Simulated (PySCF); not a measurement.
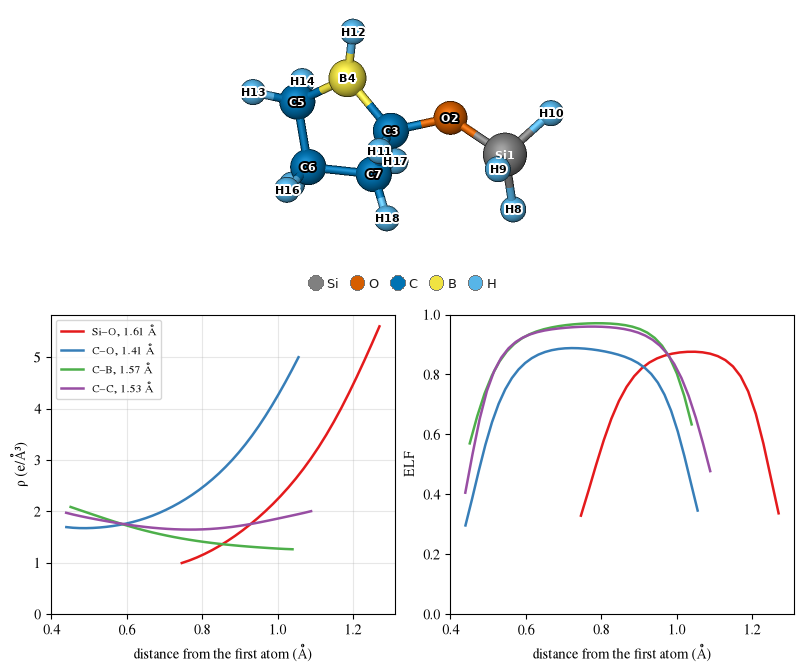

C$_{4}$H$_{11}$BOSi (SMILES [SiH3]O[C@H]1BCCC1). Total electron density and electron localisation function along straight lines between neighbouring atoms. The curves leave out the atomic cores. The structure is drawn too.

Geometry: GFN2-xTB.

Method: wB97X-D/def2-SVPD, SCF density, gas phase (PySCF 2.14.0).

```csv
atom,x (Å),y (Å),z (Å)
Si,3.0153,0.1243,0.1041
O,1.5276,0.6637,0.4160
C,0.2942,-0.0131,0.4492
B,-0.9005,0.6976,1.2178
C,-2.1898,0.3993,0.3746
C,-1.7520,-0.6063,-0.7058
C,-0.2738,-0.3074,-0.9528
H,3.1618,-0.3903,-1.2634
H,3.3859,-0.9647,1.0172
H,3.7667,1.3478,0.3295
H,0.4413,-0.9890,0.9489
H,-0.8154,1.3297,2.1916
H,-3.0733,0.0614,0.9166
H,-2.4824,1.3377,-0.1084
H,-2.3450,-0.5304,-1.6173
H,-1.8552,-1.6217,-0.3180
H,-0.1633,0.5920,-1.5613
H,0.2491,-1.1244,-1.4499
```

**What can be read from the curves?**

Si–O (1.61 Å): ρ is about 1.2 e/Å³ halfway; the ELF peaks at about 0.90 between the atoms: a polar covalent bond.
C–O (1.41 Å): ρ at the midpoint is about 2 e/Å³, with its minimum of 1.7 e/Å³ about 0.5 Å from C; the ELF peaks at about 0.90 between the atoms; a polar covalent bond.
C–B (1.57 Å): ρ at the midpoint is about 1.4 e/Å³; the ELF peaks at about 1 between the atoms, as expected for localised, covalent bonding.
C–C (1.53 Å): ρ at the midpoint is about 1.6 e/Å³; the ELF peaks at about 0.95 between the atoms, as expected for localised, covalent bonding.
